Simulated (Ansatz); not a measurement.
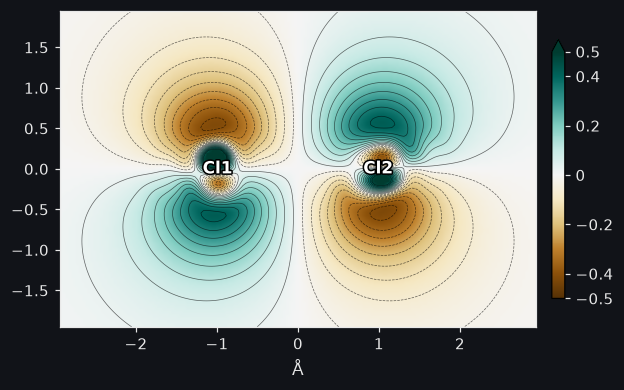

*Cl2. The HOMO on a plane that holds the molecular axis (values in Å⁻³ᐟ²; the overall sign is arbitrary).*

Geometry: PBE0-D4/def2-TZVPD.

These are results of Ansatz 0.2.0, RKS PBE0-D4/def2-TZVPPD, not measurements.

> What is the character of this orbital?

It lies mainly on Cl1 (about 50 %) and Cl2 (about 50 %); it is gerade (even under inversion); π-antibonding (π*) across Cl1–Cl2. It is one of a degenerate set, so its orientation is arbitrary. Its energy is −8.72 eV.
